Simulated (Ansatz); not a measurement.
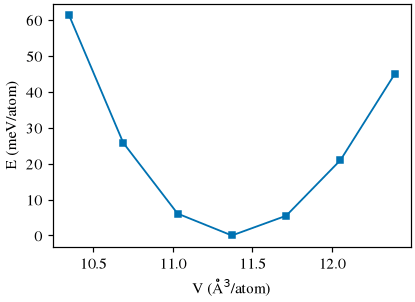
Figure: Ti₂SiB₂ in space group P-6m2 (No. 187; Ti on 2h, Si on 1a, B on 1b, B on 1f) under volume change, plane-wave PAW PBE (Ansatz code), shape and atoms relaxed at each volume.

Task: What does a third-order Birch–Murnaghan fit give for V₀, B₀ and B′?

Result: V₀ = 11.37 Å³/atom, B₀ = 181 GPa, B′ = 4.1.

The start of the workflow was typed in or built on a structure type; neither database checked (COD, Materials Project) lists it. Whether it is the stable phase at ambient conditions was not checked. Symmetry was held in the PBE relaxation; whether a distortion lowers the energy is not shown. The run is not spin-polarised.

Potentials: the earlier of the program's two PAW sets.
